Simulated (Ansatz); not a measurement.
**Molecular dynamics of AlH₂OF (part 1 of 5)**

System: AlH₂OF.
Method: RKS r2SCAN-D4/def2-SVP (Ansatz 0.2.0).

It belongs to a series of runs on one base structure; here: dynamics from the start.

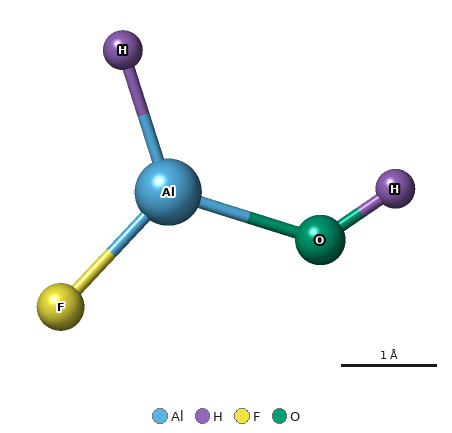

The input geometry (ball-and-stick view, seen on its broad side). Sticks mark near contacts. Bond lengths as drawn: Al–F 1.66 Å, Al–H 1.57 Å, Al–O 1.69 Å and H–O 0.96 Å.

**The input**
```yaml
crystal:
  periodic: [false, false, false]
  atoms:
    - { symbol: Al, position_ang: [0.014099, -0.077668, 0.000987] }
    - { symbol: H, position_ang: [0.038898, -0.019584, 1.571266] }
    - { symbol: F, position_ang: [1.429185, 0.17066, -0.830563] }
    - { symbol: O, position_ang: [-1.355828, -0.377287, -0.943803] }
    - { symbol: H, position_ang: [-2.255554, -0.542822, -0.654387] }
basis:
  gaussian: { orbitals: def2-SVP }
hamiltonian:
  xc: r2scan
  dispersion: d4
md:
  timestep: 0.5
  n_steps: 250
  ensemble: nvt_langevin
  temperature: 500.0
  initial_velocities: maxwell_boltzmann
  seed: 405905
  friction: 0.02
```

Hardware: 1 thread of Arm Neoverse V1, 24 GiB of memory available, shared host.

Launched with:
```bash
ansatz run input.yaml --threads 1 --pin off --max-ram 2048MiB --backend cpu --events-out ev --progress --plain --runs-dir out
```

**What the program printed**
```
Engine: ansatz 0.2.0, aarch64-unknown-linux-gnu
Functional definition: r2SCAN
  parameter k0 = 0.174
  parameter k1 = 0.065
  parameter a1 = 4.9479
  exchange = r2scan_x(k0 = k0, k1 = k1, a1 = a1)
  correlation = r2scan_c
600 factors; their error is unknown
mean field evaluation 1: about -11380.8650 eV, gradient 6.4e1 eV
mean field evaluation 2: about -11349.3212 eV, gradient 1.4e2 eV
mean field evaluation 4: about -11387.6394 eV, gradient 1.2e1 eV
mean field evaluation 8: about -11387.8195 eV, gradient 6.1e-2 eV
mean field -11387.81948927 eV, -418.4946472895 hartree, gradient 4.3e-5 eV, S^2 0.000000; 0 other end points of the search recorded, 0 dependent functions left out
the calculation of the forces begins
reference -11387.81950026 eV, -418.4946476931 hartree; 16, 16 occupied and 40, 40 virtual orbitals, 600 factors
md step     0: t =     0.00 fs  T =   400.0 K  F+E_penalty+E_count = -11387.83190476 eV  E_kin = 0.258520 eV  (23 SCF iters)
these checks for a lower state are left out or cut short: starts, cluster_reference, orbital_swaps, neighbouring_geometries, increment
600 factors; their error is unknown
mean field evaluation 16: about -11387.8482 eV, gradient 2.4e-3 eV
mean field -11387.81678696 eV, -418.4945479815 hartree, gradient 1.1e-5 eV, S^2 0.000000; 0 other end points of the search recorded, 0 dependent functions left out
the calculation of the forces begins
reference -11387.81679795 eV, -418.4945483850 hartree; 16, 16 occupied and 40, 40 virtual orbitals, 600 factors
md step     1: t =     0.50 fs  T =   412.0 K  F+E_penalty+E_count = -11387.82920074 eV  E_kin = 0.266302 eV  (27 SCF iters)
[... from here on the SCF iterations and repeated set-up lines of each step are left out, up to the last step ...]
md step     2: t =     1.00 fs  T =   401.1 K  F+E_penalty+E_count = -11387.82176880 eV  E_kin = 0.259215 eV  (27 SCF iters)
md step     3: t =     1.50 fs  T =   438.9 K  F+E_penalty+E_count = -11387.80960357 eV  E_kin = 0.283658 eV  (27 SCF iters)
md step     4: t =     2.00 fs  T =   415.3 K  F+E_penalty+E_count = -11387.79497060 eV  E_kin = 0.268430 eV  (27 SCF iters)
md step     5: t =     2.50 fs  T =   418.7 K  F+E_penalty+E_count = -11387.78434652 eV  E_kin = 0.270575 eV  (27 SCF iters)
md step     6: t =     3.00 fs  T =   413.4 K  F+E_penalty+E_count = -11387.77950870 eV  E_kin = 0.267169 eV  (27 SCF iters)
md step     7: t =     3.50 fs  T =   386.7 K  F+E_penalty+E_count = -11387.77832083 eV  E_kin = 0.249934 eV  (28 SCF iters)
md step     8: t =     4.00 fs  T =   309.0 K  F+E_penalty+E_count = -11387.77673843 eV  E_kin = 0.199726 eV  (27 SCF iters)
md step     9: t =     4.50 fs  T =   312.5 K  F+E_penalty+E_count = -11387.77254448 eV  E_kin = 0.201958 eV  (27 SCF iters)
md step    10: t =     5.00 fs  T =   279.0 K  F+E_penalty+E_count = -11387.76527657 eV  E_kin = 0.180340 eV  (27 SCF iters)
md step    11: t =     5.50 fs  T =   234.4 K  F+E_penalty+E_count = -11387.75959564 eV  E_kin = 0.151495 eV  (28 SCF iters)
md step    12: t =     6.00 fs  T =   200.2 K  F+E_penalty+E_count = -11387.75857428 eV  E_kin = 0.129407 eV  (29 SCF iters)
md step    13: t =     6.50 fs  T =   209.6 K  F+E_penalty+E_count = -11387.76082141 eV  E_kin = 0.135479 eV  (28 SCF iters)
md step    14: t =     7.00 fs  T =   239.0 K  F+E_penalty+E_count = -11387.76071904 eV  E_kin = 0.154439 eV  (29 SCF iters)
md step    15: t =     7.50 fs  T =   271.6 K  F+E_penalty+E_count = -11387.75537825 eV  E_kin = 0.175542 eV  (29 SCF iters)
md step    16: t =     8.00 fs  T =   341.4 K  F+E_penalty+E_count = -11387.74419112 eV  E_kin = 0.220672 eV  (25 SCF iters)
md step    17: t =     8.50 fs  T =   339.5 K  F+E_penalty+E_count = -11387.72693696 eV  E_kin = 0.219439 eV  (28 SCF iters)
md step    18: t =     9.00 fs  T =   314.2 K  F+E_penalty+E_count = -11387.70681027 eV  E_kin = 0.203052 eV  (28 SCF iters)
md step    19: t =     9.50 fs  T =   242.5 K  F+E_penalty+E_count = -11387.68892659 eV  E_kin = 0.156710 eV  (30 SCF iters)
md step    20: t =    10.00 fs  T =   216.5 K  F+E_penalty+E_count = -11387.67670807 eV  E_kin = 0.139948 eV  (29 SCF iters)
md step    21: t =    10.50 fs  T =   223.7 K  F+E_penalty+E_count = -11387.67106347 eV  E_kin = 0.144575 eV  (28 SCF iters)
md step    22: t =    11.00 fs  T =   219.2 K  F+E_penalty+E_count = -11387.66745348 eV  E_kin = 0.141641 eV  (30 SCF iters)
md step    23: t =    11.50 fs  T =   269.7 K  F+E_penalty+E_count = -11387.66340350 eV  E_kin = 0.174324 eV  (29 SCF iters)
md step    24: t =    12.00 fs  T =   257.3 K  F+E_penalty+E_count = -11387.65928977 eV  E_kin = 0.166311 eV  (27 SCF iters)
md step    25: t =    12.50 fs  T =   228.4 K  F+E_penalty+E_count = -11387.65707567 eV  E_kin = 0.147597 eV  (30 SCF iters)
md step    26: t =    13.00 fs  T =   192.6 K  F+E_penalty+E_count = -11387.65860468 eV  E_kin = 0.124507 eV  (26 SCF iters)
md step    27: t =    13.50 fs  T =   190.9 K  F+E_penalty+E_count = -11387.66754236 eV  E_kin = 0.123385 eV  (26 SCF iters)
md step    28: t =    14.00 fs  T =   215.1 K  F+E_penalty+E_count = -11387.68332602 eV  E_kin = 0.139031 eV  (26 SCF iters)
md step    29: t =    14.50 fs  T =   240.2 K  F+E_penalty+E_count = -11387.70164880 eV  E_kin = 0.155245 eV  (28 SCF iters)
md step    30: t =    15.00 fs  T =   280.0 K  F+E_penalty+E_count = -11387.71710988 eV  E_kin = 0.180967 eV  (29 SCF iters)
md step    31: t =    15.50 fs  T =   313.4 K  F+E_penalty+E_count = -11387.72694194 eV  E_kin = 0.202523 eV  (28 SCF iters)
md step    32: t =    16.00 fs  T =   352.7 K  F+E_penalty+E_count = -11387.73014239 eV  E_kin = 0.227970 eV  (29 SCF iters)
md step    33: t =    16.50 fs  T =   295.0 K  F+E_penalty+E_count = -11387.72854040 eV  E_kin = 0.190637 eV  (27 SCF iters)
md step    34: t =    17.00 fs  T =   279.7 K  F+E_penalty+E_count = -11387.72636406 eV  E_kin = 0.180765 eV  (24 SCF iters)
md step    35: t =    17.50 fs  T =   326.0 K  F+E_penalty+E_count = -11387.72681986 eV  E_kin = 0.210692 eV  (27 SCF iters)
md step    36: t =    18.00 fs  T =   339.9 K  F+E_penalty+E_count = -11387.73116414 eV  E_kin = 0.219680 eV  (27 SCF iters)
md step    37: t =    18.50 fs  T =   320.0 K  F+E_penalty+E_count = -11387.73468992 eV  E_kin = 0.206813 eV  (28 SCF iters)
md step    38: t =    19.00 fs  T =   326.8 K  F+E_penalty+E_count = -11387.73604199 eV  E_kin = 0.211209 eV  (28 SCF iters)
md step    39: t =    19.50 fs  T =   334.7 K  F+E_penalty+E_count = -11387.73721568 eV  E_kin = 0.216336 eV  (28 SCF iters)
md step    40: t =    20.00 fs  T =   318.1 K  F+E_penalty+E_count = -11387.73991554 eV  E_kin = 0.205581 eV  (28 SCF iters)
md step    41: t =    20.50 fs  T =   330.4 K  F+E_penalty+E_count = -11387.74535733 eV  E_kin = 0.213547 eV  (27 SCF iters)
md step    42: t =    21.00 fs  T =   387.1 K  F+E_penalty+E_count = -11387.75246635 eV  E_kin = 0.250197 eV  (27 SCF iters)
md step    43: t =    21.50 fs  T =   421.8 K  F+E_penalty+E_count = -11387.76138602 eV  E_kin = 0.272591 eV  (27 SCF iters)
md step    44: t =    22.00 fs  T =   443.5 K  F+E_penalty+E_count = -11387.77220331 eV  E_kin = 0.286605 eV  (28 SCF iters)
md step    45: t =    22.50 fs  T =   473.4 K  F+E_penalty+E_count = -11387.78342601 eV  E_kin = 0.305952 eV  (27 SCF iters)
md step    46: t =    23.00 fs  T =   519.1 K  F+E_penalty+E_count = -11387.79260484 eV  E_kin = 0.335469 eV  (25 SCF iters)
md step    47: t =    23.50 fs  T =   490.3 K  F+E_penalty+E_count = -11387.79648662 eV  E_kin = 0.316889 eV  (28 SCF iters)
md step    48: t =    24.00 fs  T =   515.2 K  F+E_penalty+E_count = -11387.79304142 eV  E_kin = 0.332962 eV  (27 SCF iters)
md step    49: t =    24.50 fs  T =   417.5 K  F+E_penalty+E_count = -11387.78344561 eV  E_kin = 0.269804 eV  (28 SCF iters)
md step    50: t =    25.00 fs  T =   387.3 K  F+E_penalty+E_count = -11387.77090983 eV  E_kin = 0.250341 eV  (27 SCF iters)
md step    51: t =    25.50 fs  T =   322.5 K  F+E_penalty+E_count = -11387.75642609 eV  E_kin = 0.208444 eV  (28 SCF iters)
md step    52: t =    26.00 fs  T =   329.8 K  F+E_penalty+E_count = -11387.74144248 eV  E_kin = 0.213146 eV  (24 SCF iters)
md step    53: t =    26.50 fs  T =   286.6 K  F+E_penalty+E_count = -11387.72828395 eV  E_kin = 0.185199 eV  (29 SCF iters)
md step    54: t =    27.00 fs  T =   247.2 K  F+E_penalty+E_count = -11387.71806056 eV  E_kin = 0.159796 eV  (27 SCF iters)
md step    55: t =    27.50 fs  T =   244.1 K  F+E_penalty+E_count = -11387.71037059 eV  E_kin = 0.157739 eV  (27 SCF iters)
md step    56: t =    28.00 fs  T =   240.0 K  F+E_penalty+E_count = -11387.70415355 eV  E_kin = 0.155114 eV  (27 SCF iters)
md step    57: t =    28.50 fs  T =   199.6 K  F+E_penalty+E_count = -11387.70010128 eV  E_kin = 0.128980 eV  (27 SCF iters)
md step    58: t =    29.00 fs  T =   176.4 K  F+E_penalty+E_count = -11387.69856601 eV  E_kin = 0.114025 eV  (26 SCF iters)
md step    59: t =    29.50 fs  T =   173.2 K  F+E_penalty+E_count = -11387.69946085 eV  E_kin = 0.111971 eV  (29 SCF iters)
md step    60: t =    30.00 fs  T =   180.0 K  F+E_penalty+E_count = -11387.70374658 eV  E_kin = 0.116339 eV  (28 SCF iters)
md step    61: t =    30.50 fs  T =   185.1 K  F+E_penalty+E_count = -11387.71190662 eV  E_kin = 0.119615 eV  (28 SCF iters)
md step    62: t =    31.00 fs  T =   193.8 K  F+E_penalty+E_count = -11387.72066422 eV  E_kin = 0.125232 eV  (28 SCF iters)
md step    63: t =    31.50 fs  T =   200.0 K  F+E_penalty+E_count = -11387.72719538 eV  E_kin = 0.129280 eV  (28 SCF iters)
md step    64: t =    32.00 fs  T =   218.8 K  F+E_penalty+E_count = -11387.73154834 eV  E_kin = 0.141401 eV  (28 SCF iters)
md step    65: t =    32.50 fs  T =   259.4 K  F+E_penalty+E_count = -11387.73395685 eV  E_kin = 0.167672 eV  (28 SCF iters)
md step    66: t =    33.00 fs  T =   255.5 K  F+E_penalty+E_count = -11387.73343149 eV  E_kin = 0.165160 eV  (28 SCF iters)
md step    67: t =    33.50 fs  T =   215.7 K  F+E_penalty+E_count = -11387.72935184 eV  E_kin = 0.139409 eV  (28 SCF iters)
md step    68: t =    34.00 fs  T =   178.0 K  F+E_penalty+E_count = -11387.72389208 eV  E_kin = 0.115050 eV  (29 SCF iters)
md step    69: t =    34.50 fs  T =   174.5 K  F+E_penalty+E_count = -11387.71786422 eV  E_kin = 0.112788 eV  (28 SCF iters)
md step    70: t =    35.00 fs  T =   177.6 K  F+E_penalty+E_count = -11387.71127983 eV  E_kin = 0.114754 eV  (25 SCF iters)
md step    71: t =    35.50 fs  T =   174.3 K  F+E_penalty+E_count = -11387.70555411 eV  E_kin = 0.112620 eV  (28 SCF iters)
md step    72: t =    36.00 fs  T =   131.1 K  F+E_penalty+E_count = -11387.70282591 eV  E_kin = 0.084717 eV  (29 SCF iters)
md step    73: t =    36.50 fs  T =   190.0 K  F+E_penalty+E_count = -11387.70382633 eV  E_kin = 0.122805 eV  (28 SCF iters)
md step    74: t =    37.00 fs  T =   199.0 K  F+E_penalty+E_count = -11387.70444712 eV  E_kin = 0.128590 eV  (28 SCF iters)
md step    75: t =    37.50 fs  T =   191.7 K  F+E_penalty+E_count = -11387.70255507 eV  E_kin = 0.123908 eV  (28 SCF iters)
md step    76: t =    38.00 fs  T =   177.8 K  F+E_penalty+E_count = -11387.70026257 eV  E_kin = 0.114900 eV  (28 SCF iters)
md step    77: t =    38.50 fs  T =   177.4 K  F+E_penalty+E_count = -11387.69863699 eV  E_kin = 0.114678 eV  (28 SCF iters)
md step    78: t =    39.00 fs  T =   144.8 K  F+E_penalty+E_count = -11387.69751616 eV  E_kin = 0.093570 eV  (28 SCF iters)
md step    79: t =    39.50 fs  T =   144.3 K  F+E_penalty+E_count = -11387.69696265 eV  E_kin = 0.093246 eV  (28 SCF iters)
md step    80: t =    40.00 fs  T =   195.6 K  F+E_penalty+E_count = -11387.69612995 eV  E_kin = 0.126386 eV  (29 SCF iters)
md step    81: t =    40.50 fs  T =   182.0 K  F+E_penalty+E_count = -11387.69513329 eV  E_kin = 0.117657 eV  (28 SCF iters)
md step    82: t =    41.00 fs  T =   196.3 K  F+E_penalty+E_count = -11387.69426081 eV  E_kin = 0.126868 eV  (28 SCF iters)
md step    83: t =    41.50 fs  T =   181.8 K  F+E_penalty+E_count = -11387.69309529 eV  E_kin = 0.117500 eV  (28 SCF iters)
md step    84: t =    42.00 fs  T =   193.3 K  F+E_penalty+E_count = -11387.69049763 eV  E_kin = 0.124940 eV  (28 SCF iters)
md step    85: t =    42.50 fs  T =   180.6 K  F+E_penalty+E_count = -11387.68740952 eV  E_kin = 0.116749 eV  (28 SCF iters)
md step    86: t =    43.00 fs  T =   223.8 K  F+E_penalty+E_count = -11387.68615073 eV  E_kin = 0.144610 eV  (28 SCF iters)
md step    87: t =    43.50 fs  T =   228.2 K  F+E_penalty+E_count = -11387.68717740 eV  E_kin = 0.147489 eV  (28 SCF iters)
md step    88: t =    44.00 fs  T =   276.8 K  F+E_penalty+E_count = -11387.69127406 eV  E_kin = 0.178880 eV  (26 SCF iters)
md step    89: t =    44.50 fs  T =   274.5 K  F+E_penalty+E_count = -11387.69651226 eV  E_kin = 0.177440 eV  (28 SCF iters)
md step    90: t =    45.00 fs  T =   289.6 K  F+E_penalty+E_count = -11387.70083899 eV  E_kin = 0.187145 eV  (28 SCF iters)
md step    91: t =    45.50 fs  T =   262.4 K  F+E_penalty+E_count = -11387.70367498 eV  E_kin = 0.169585 eV  (28 SCF iters)
md step    92: t =    46.00 fs  T =   278.9 K  F+E_penalty+E_count = -11387.70449132 eV  E_kin = 0.180221 eV  (29 SCF iters)
md step    93: t =    46.50 fs  T =   292.0 K  F+E_penalty+E_count = -11387.70252601 eV  E_kin = 0.188724 eV  (29 SCF iters)
md step    94: t =    47.00 fs  T =   300.5 K  F+E_penalty+E_count = -11387.69959319 eV  E_kin = 0.194230 eV  (27 SCF iters)
md step    95: t =    47.50 fs  T =   348.1 K  F+E_penalty+E_count = -11387.70201338 eV  E_kin = 0.224949 eV  (28 SCF iters)
md step    96: t =    48.00 fs  T =   374.6 K  F+E_penalty+E_count = -11387.70948086 eV  E_kin = 0.242095 eV  (29 SCF iters)
md step    97: t =    48.50 fs  T =   425.1 K  F+E_penalty+E_count = -11387.72074813 eV  E_kin = 0.274718 eV  (28 SCF iters)
md step    98: t =    49.00 fs  T =   429.0 K  F+E_penalty+E_count = -11387.72971628 eV  E_kin = 0.277244 eV  (28 SCF iters)
md step    99: t =    49.50 fs  T =   480.4 K  F+E_penalty+E_count = -11387.73182189 eV  E_kin = 0.310476 eV  (29 SCF iters)
md step   100: t =    50.00 fs  T =   439.6 K  F+E_penalty+E_count = -11387.72823144 eV  E_kin = 0.284090 eV  (29 SCF iters)
md step   101: t =    50.50 fs  T =   425.1 K  F+E_penalty+E_count = -11387.72188701 eV  E_kin = 0.274728 eV  (27 SCF iters)
md step   102: t =    51.00 fs  T =   436.7 K  F+E_penalty+E_count = -11387.71721312 eV  E_kin = 0.282217 eV  (30 SCF iters)
md step   103: t =    51.50 fs  T =   432.0 K  F+E_penalty+E_count = -11387.71641201 eV  E_kin = 0.279222 eV  (28 SCF iters)
md step   104: t =    52.00 fs  T =   457.8 K  F+E_penalty+E_count = -11387.71876830 eV  E_kin = 0.295862 eV  (28 SCF iters)
md step   105: t =    52.50 fs  T =   420.7 K  F+E_penalty+E_count = -11387.72142854 eV  E_kin = 0.271873 eV  (29 SCF iters)
md step   106: t =    53.00 fs  T =   416.1 K  F+E_penalty+E_count = -11387.72192067 eV  E_kin = 0.268926 eV  (28 SCF iters)
md step   107: t =    53.50 fs  T =   463.8 K  F+E_penalty+E_count = -11387.71836586 eV  E_kin = 0.299757 eV  (24 SCF iters)
md step   108: t =    54.00 fs  T =   388.6 K  F+E_penalty+E_count = -11387.71121012 eV  E_kin = 0.251182 eV  (29 SCF iters)
md step   109: t =    54.50 fs  T =   370.8 K  F+E_penalty+E_count = -11387.70164950 eV  E_kin = 0.239657 eV  (29 SCF iters)
md step   110: t =    55.00 fs  T =   339.2 K  F+E_penalty+E_count = -11387.69228384 eV  E_kin = 0.219246 eV  (29 SCF iters)
md step   111: t =    55.50 fs  T =   306.9 K  F+E_penalty+E_count = -11387.68376658 eV  E_kin = 0.198380 eV  (29 SCF iters)
md step   112: t =    56.00 fs  T =   306.0 K  F+E_penalty+E_count = -11387.67624538 eV  E_kin = 0.197799 eV  (29 SCF iters)
md step   113: t =    56.50 fs  T =   348.4 K  F+E_penalty+E_count = -11387.67043656 eV  E_kin = 0.225155 eV  (29 SCF iters)
md step   114: t =    57.00 fs  T =   344.5 K  F+E_penalty+E_count = -11387.66457387 eV  E_kin = 0.222650 eV  (28 SCF iters)
md step   115: t =    57.50 fs  T =   414.2 K  F+E_penalty+E_count = -11387.65829303 eV  E_kin = 0.267718 eV  (30 SCF iters)
md step   116: t =    58.00 fs  T =   386.4 K  F+E_penalty+E_count = -11387.65329399 eV  E_kin = 0.249755 eV  (28 SCF iters)
md step   117: t =    58.50 fs  T =   364.3 K  F+E_penalty+E_count = -11387.64991481 eV  E_kin = 0.235459 eV  (30 SCF iters)
md step   118: t =    59.00 fs  T =   375.7 K  F+E_penalty+E_count = -11387.64851621 eV  E_kin = 0.242821 eV  (29 SCF iters)
md step   119: t =    59.50 fs  T =   386.8 K  F+E_penalty+E_count = -11387.64842667 eV  E_kin = 0.250008 eV  (30 SCF iters)
md step   120: t =    60.00 fs  T =   393.9 K  F+E_penalty+E_count = -11387.64852226 eV  E_kin = 0.254570 eV  (28 SCF iters)
md step   121: t =    60.50 fs  T =   426.0 K  F+E_penalty+E_count = -11387.64861308 eV  E_kin = 0.275311 eV  (29 SCF iters)
md step   122: t =    61.00 fs  T =   398.7 K  F+E_penalty+E_count = -11387.64852609 eV  E_kin = 0.257667 eV  (30 SCF iters)
md step   123: t =    61.50 fs  T =   410.6 K  F+E_penalty+E_count = -11387.64605100 eV  E_kin = 0.265400 eV  (30 SCF iters)
md step   124: t =    62.00 fs  T =   389.3 K  F+E_penalty+E_count = -11387.64096491 eV  E_kin = 0.251636 eV  (25 SCF iters)
md step   125: t =    62.50 fs  T =   366.5 K  F+E_penalty+E_count = -11387.63503645 eV  E_kin = 0.236886 eV  (29 SCF iters)
md step   126: t =    63.00 fs  T =   358.9 K  F+E_penalty+E_count = -11387.63228151 eV  E_kin = 0.231953 eV  (28 SCF iters)
md step   127: t =    63.50 fs  T =   372.7 K  F+E_penalty+E_count = -11387.63133331 eV  E_kin = 0.240854 eV  (28 SCF iters)
md step   128: t =    64.00 fs  T =   369.7 K  F+E_penalty+E_count = -11387.62949616 eV  E_kin = 0.238923 eV  (29 SCF iters)
md step   129: t =    64.50 fs  T =   327.3 K  F+E_penalty+E_count = -11387.62792307 eV  E_kin = 0.211521 eV  (30 SCF iters)
md step   130: t =    65.00 fs  T =   340.7 K  F+E_penalty+E_count = -11387.62648777 eV  E_kin = 0.220179 eV  (30 SCF iters)
md step   131: t =    65.50 fs  T =   381.7 K  F+E_penalty+E_count = -11387.62629401 eV  E_kin = 0.246710 eV  (28 SCF iters)
md step   132: t =    66.00 fs  T =   359.4 K  F+E_penalty+E_count = -11387.62780182 eV  E_kin = 0.232279 eV  (28 SCF iters)
md step   133: t =    66.50 fs  T =   317.9 K  F+E_penalty+E_count = -11387.62881298 eV  E_kin = 0.205437 eV  (29 SCF iters)
md step   134: t =    67.00 fs  T =   278.6 K  F+E_penalty+E_count = -11387.62749687 eV  E_kin = 0.180079 eV  (29 SCF iters)
md step   135: t =    67.50 fs  T =   270.6 K  F+E_penalty+E_count = -11387.62494558 eV  E_kin = 0.174903 eV  (28 SCF iters)
md step   136: t =    68.00 fs  T =   312.2 K  F+E_penalty+E_count = -11387.62157336 eV  E_kin = 0.201783 eV  (28 SCF iters)
md step   137: t =    68.50 fs  T =   327.0 K  F+E_penalty+E_count = -11387.61685462 eV  E_kin = 0.211312 eV  (28 SCF iters)
md step   138: t =    69.00 fs  T =   358.6 K  F+E_penalty+E_count = -11387.61177637 eV  E_kin = 0.231756 eV  (28 SCF iters)
md step   139: t =    69.50 fs  T =   371.4 K  F+E_penalty+E_count = -11387.60595347 eV  E_kin = 0.240052 eV  (28 SCF iters)
md step   140: t =    70.00 fs  T =   371.3 K  F+E_penalty+E_count = -11387.59878976 eV  E_kin = 0.239988 eV  (28 SCF iters)
md step   141: t =    70.50 fs  T =   357.2 K  F+E_penalty+E_count = -11387.59012405 eV  E_kin = 0.230838 eV  (29 SCF iters)
md step   142: t =    71.00 fs  T =   360.4 K  F+E_penalty+E_count = -11387.57985315 eV  E_kin = 0.232940 eV  (25 SCF iters)
md step   143: t =    71.50 fs  T =   350.5 K  F+E_penalty+E_count = -11387.56996415 eV  E_kin = 0.226526 eV  (29 SCF iters)
md step   144: t =    72.00 fs  T =   350.6 K  F+E_penalty+E_count = -11387.56196082 eV  E_kin = 0.226591 eV  (29 SCF iters)
```
